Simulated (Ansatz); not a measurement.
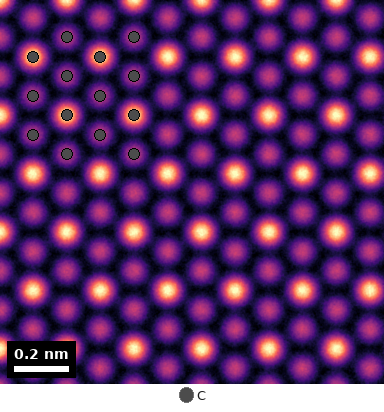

HAADF-like image of C (P6_3/mmc, No. 194) along [001]. The image is simulated as a sum over atoms of Z^1.7, blurred by a 0.79 Å probe (no channelling). The probe carries 15 % of its weight in a tail 2.5 times as wide. The display is stretched by a gamma of 0.8; percentages refer to the linear signal. Shot noise was added. Structure used: the geometry relaxed at fixed volume with Ansatz 0.2.0, DFT r2SCAN, scalar-relativistic, plane waves, PAW.

Coloured dots in one corner mark the columns of the model.

Describe what the image shows.

Answer. The columns repeat on a hexagonal net with a repeat of 2.46 Å (plane group p6mm). The brightest columns hold 2 C per repeat; in falling brightness follow 1 C (about 45 %). Brightness is counted from the darkest point of the image. The shortest distance between visible columns is 1.42 Å in projection. Along the beam the structure repeats every 7.74 Å.

```json
{"column": "C", "atoms along the beam per repeat": "2 C", "peak brightness": "100 %"}
{"column": "C", "atoms along the beam per repeat": "1 C", "peak brightness": "45 %"}
```
